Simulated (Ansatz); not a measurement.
# AlNH2ClF (SMILES [NH2][Al]([F])[Cl]) at MP2/aug-cc-pVDZ

Aim: the energy change on altering one bond length of AlNH2ClF at MP2/aug-cc-pVDZ, from 2 runs. 

Program for the calculation: Ansatz 0.2.0.

98 further runs of the same task are left out: 98 set aside as unsound or not needed.

## 1. The system as given

AlNH2ClF has 6 atoms, charge 0, and is taken as a singlet. SMILES: `[NH2][Al]([F])[Cl]`. The shape is that of a PBE0-D4/def2-TZVP optimisation.

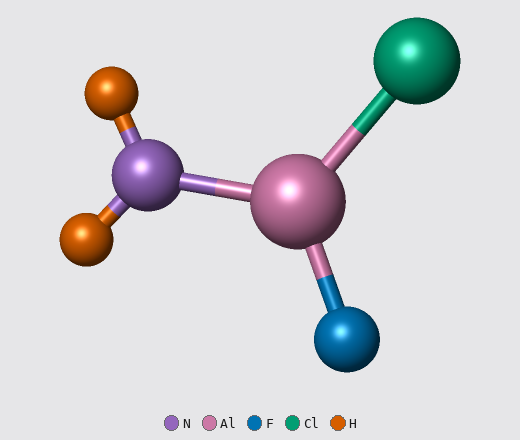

The structure, seen from a chosen angle (nitrogen purple, aluminium pink, fluorine blue, chlorine teal, hydrogen orange).

## 2. The energy at MP2/aug-cc-pVDZ

File input.yaml:

```yaml
basis:
  gaussian: {orbitals: aug-cc-pVDZ}
crystal:
  periodic: [false, false, false]
  atoms:
    - {symbol: N, position_ang: [-0.112300, 0.982600, -0.025800]}
    - {symbol: Al, position_ang: [0.152500, -0.739100, 0.092300]}
    - {symbol: F, position_ang: [1.041800, -1.345500, 1.331100]}
    - {symbol: Cl, position_ang: [-0.641100, -2.049400, -1.313600]}
    - {symbol: H, position_ang: [0.246300, 1.661500, 0.624800]}
    - {symbol: H, position_ang: [-0.645100, 1.426000, -0.754900]}
correlation: {method: mp2, frozen_orbitals: {Al: 5, Cl: 5, F: 1, H: 0, "N": 1}}
accuracy: high
```

Run with:

```bash
$ ansatz run input.yaml --threads 1 --pin off --max-ram 3480MiB --events-out events.jsonl --progress --plain --runs-dir runs
```

What it wrote:

```text
Warning: RAYON_NUM_THREADS=1 ignored (pool sized by the plan → 1); use --threads N
Functional definition: HF
  name "HF"
  exchange = exact_x
  correlation = 0
2354 factors; integrals over basis functions are off by at most 4.0e-9 eV
mean field evaluation 1: about -23307.8726 eV, gradient 4.5e1 eV
mean field evaluation 2: about -23307.9115 eV, gradient 4.6e1 eV
mean field evaluation 4: about -23311.8399 eV, gradient 2.3e0 eV
mean field evaluation 8: about -23311.8674 eV, gradient 2.1e-1 eV
mean field -23311.86760995 eV, -856.6953333143 hartree, gradient 3.5e-8 eV, S^2 0.000000; 0 other end points of the search recorded, 0 dependent functions left out
12 core orbitals not correlated: weight in the atoms' cores, before any rotation towards them, 1.000 or more for the frozen orbitals, at most 0.000 for the correlated occupied ones
reference -23311.86760995 eV, -856.6953333143 hartree; 12, 12 occupied and 94, 94 virtual orbitals, 2354 factors
second order -16.16005912 eV of doubles, -0.00000000 eV of singles
Total energy: -23328.02766907 eV, -857.2892045334 hartree
```

Run time: 9.3 s. Hardware: 1 thread of Intel Xeon Platinum 8259CL at 2.50GHz (Skylake/Cascade Lake), shared host; peak memory 0.4 GiB.

## 3. The distorted shape

File job.yaml:

```yaml
basis:
  gaussian:
    orbitals: aug-cc-pVDZ
crystal:
  periodic: [false, false, false]
  atoms:
    - {symbol: N, position_ang: [-0.291616, 0.643119, -0.351130]}
    - {symbol: Al, position_ang: [-0.026816, -1.078581, -0.233030]}
    - {symbol: F, position_ang: [0.862484, -1.684981, 1.005770]}
    - {symbol: Cl, position_ang: [-0.820416, -2.388881, -1.638930]}
    - {symbol: H, position_ang: [0.246300, 1.661500, 0.624800]}
    - {symbol: H, position_ang: [-0.824416, 1.086519, -1.080230]}
correlation:
  method: mp2
  frozen_orbitals: {Al: 5, Cl: 5, F: 1, H: 0, "N": 1}
accuracy: high
```

Run with:

```bash
$ ansatz run job.yaml --threads 1 --pin off --max-ram 3480MiB --events-out events.jsonl --progress --plain --runs-dir runs
```

What it wrote:

```text
Warning: RAYON_NUM_THREADS=1 ignored (pool sized by the plan → 1); use --threads N
[... 4 set-up lines as earlier in the session ...]
2377 factors; integrals over basis functions are off by at most 3.4e-9 eV
mean field evaluation 1: about -23304.6363 eV, gradient 4.6e1 eV
mean field evaluation 2: about -23304.6719 eV, gradient 4.6e1 eV
mean field evaluation 4: about -23309.0743 eV, gradient 2.8e0 eV
mean field evaluation 8: about -23309.1205 eV, gradient 3.3e-1 eV
mean field evaluation 16: about -23309.1212 eV, gradient 1.2e-8 eV
mean field -23309.12123803 eV, -856.5944060079 hartree, gradient 1.2e-8 eV, S^2 0.000000; 0 other end points of the search recorded, 0 dependent functions left out
12 core orbitals not correlated: weight in the atoms' cores, before any rotation towards them, 1.000 or more for the frozen orbitals, at most 0.000 for the correlated occupied ones
reference -23309.12123803 eV, -856.5944060079 hartree; 12, 12 occupied and 94, 94 virtual orbitals, 2377 factors
second order -16.55678614 eV of doubles, -0.00000000 eV of singles
Total energy: -23325.67802417 eV, -857.2028566760 hartree
```

Run time: 11 s. Hardware: 1 thread of Intel Xeon Platinum 8259CL at 2.50GHz (Skylake/Cascade Lake), shared host; peak memory 0.4 GiB.

## 4. What came out

Level: MP2/aug-cc-pVDZ, 12 core orbitals frozen.

| quantity | value |
| --- | --- |
| first shape: total energy | -857.28920 Eh |
| first shape: correlation energy (12 core orbitals frozen) | -593.9 mEh |
| distorted shape: total energy | -857.20286 Eh |
| distorted shape: correlation energy (12 core orbitals frozen) | -608.5 mEh |
| energy change with the N1–H5 bond stretched from 1.006 to 1.510 Å | 2.350 eV |

In words: With the N1–H5 bond stretched from 1.006 to 1.510 Å the energy rises by 2.35 eV (227 kJ/mol). The first shape isn't relaxed at this level, so the change isn't measured from a minimum.
